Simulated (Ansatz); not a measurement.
**[NO2]− (nitrite): B2PLYP/STO-3G**

What is the energy change on altering one bond length of [NO2]− (nitrite) at B2PLYP/STO-3G? 

The results are computed with Ansatz 0.2.0.

12 further runs of the same task are left out: 10 that didn't finish, 2 set aside as unsound or not needed.

**1. The molecule**

[NO2]− has 3 atoms, charge -1, and is taken as a singlet. As SMILES, `O=N[O-]`. Geometry: relaxed at GFN2-xTB.

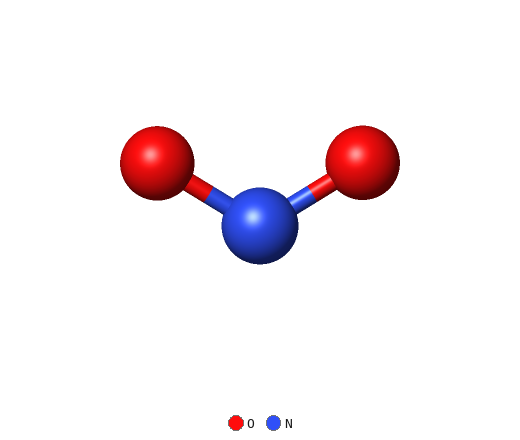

Viewed from a chosen angle; oxygen red, nitrogen blue.

**2. A single-point energy at B2PLYP/STO-3G**

File in.yaml:

```yaml
crystal:
  periodic: [false, false, false]
  atoms:
    - {symbol: O, position_ang: [0.332300, 1.015250, 0.295330]}
    - {symbol: N, position_ang: [0.330220, -0.248730, 0.154080]}
    - {symbol: O, position_ang: [-0.662520, -0.766520, -0.449410]}
basis:
  gaussian: {orbitals: STO-3G}
total_charge: -1
accuracy: high
hamiltonian: {xc: {name: B2PLYP}}
correlation: {frozen_orbitals: {"N": 1, O: 1}}
```

Started as:

```console
ansatz run in.yaml --threads 1 --pin off --max-ram 2610MiB --events-out events.jsonl --progress --plain --runs-dir runs
```

Standard output:

```text
Warning: RAYON_NUM_THREADS=1 ignored (pool sized by the plan → 1); use --threads N
Functional definition: B2PLYP
  name "B2PLYP"
  parameter a = 0.53
  parameter c = 0.27
  exchange = (1 - a)*b88_x + a*exact_x
  correlation = (1 - c)*lyp_c + c*(mp2_os + mp2_ss)
252 factors; integrals over basis functions are off by at most 3.8e-8 eV
mean field evaluation 1: about -5489.1761 eV, gradient 3.0e1 eV
mean field evaluation 2: about -5489.2266 eV, gradient 3.0e1 eV
mean field evaluation 4: about -5491.7969 eV, gradient 4.9e-1 eV
mean field evaluation 8: about -5491.7963 eV, gradient 2.0e-2 eV
mean field evaluation 16: about -5491.7963 eV, gradient 3.3e-7 eV
mean field -5491.79631927 eV, -201.8197922598 hartree, gradient 2.4e-8 eV, S^2 0.000000; 0 other end points of the search recorded, 0 dependent functions left out; unrestricted orbitals would lower it
3 core orbitals not correlated: weight in the atoms' cores, before any rotation towards them, 1.000 or more for the frozen orbitals, at most 0.000 for the correlated occupied ones
reference -5491.79632937 eV, -201.8197926312 hartree; 9, 9 occupied and 3, 3 virtual orbitals, 252 factors
second order -6.20286268 eV of doubles, -0.00000000 eV of singles
Total energy: -5493.47110230 eV, -201.8813394010 hartree
```

Wall time 0.91 s (1 thread of Arm Neoverse V1, shared host).

**3. The distorted shape, same level**

File input.yaml:

```yaml
crystal:
  periodic: [false, false, false]
  atoms:
    - symbol: O
      position_ang: [0.580462, 1.144686, 0.446189]
    - symbol: "N"
      position_ang: [0.578382, -0.119294, 0.304939]
    - symbol: O
      position_ang: [-0.662520, -0.766520, -0.449410]
basis:
  gaussian:
    orbitals: STO-3G
accuracy: high
hamiltonian:
  xc: {name: B2PLYP}
correlation:
  frozen_orbitals: {"N": 1, O: 1}
total_charge: -1
```

Started as:

```console
ansatz run input.yaml --threads 1 --pin off --max-ram 2610MiB --events-out events.jsonl --progress --plain --runs-dir runs
```

Standard output, cut to the lines that bear on the results:

```text
Warning: RAYON_NUM_THREADS=1 ignored (pool sized by the plan → 1); use --threads N
[... 2 set-up lines as earlier in the session ...]
[...]
250 factors; integrals over basis functions are off by at most 3.4e-8 eV
[...]
mean field -5490.60248938 eV, -201.7759198208 hartree, gradient 1.5e-8 eV, S^2 0.000000; 0 other end points of the search recorded, 0 dependent functions left out; unrestricted orbitals would lower it
3 core orbitals not correlated: weight in the atoms' cores, before any rotation towards them, 1.000 or more for the frozen orbitals, at most 0.000 for the correlated occupied ones
reference -5490.60249998 eV, -201.7759202103 hartree; 9, 9 occupied and 3, 3 virtual orbitals, 250 factors
second order -8.23759652 eV of doubles, -0.00000000 eV of singles
Total energy: -5492.82665104 eV, -201.8576562542 hartree
```

Run time: 0.85 s. Hardware: 1 thread of Arm Neoverse V1, shared host.

**4. Summary of results**

Level: B2PLYP/STO-3G, 3 core orbitals frozen.

```
                                                         quantity          value
                                        first shape: total energy  -201.88134 Eh
                                    distorted shape: total energy  -201.85766 Eh
energy change with the N2–O3 bond stretched from 1.272 to 1.590 Å       0.644 eV
```

**Reading.** With the N2–O3 bond stretched from 1.272 to 1.590 Å the energy rises by 0.64 eV (14.9 kcal/mol). The first shape isn't relaxed at this level, so the change isn't measured from a minimum. The minimal basis adds a large error of its own. The restricted solution (first shape) is unstable to spin breaking: an unrestricted one lies lower. The restricted solution (distorted shape) is unstable to spin breaking: an unrestricted one lies lower.
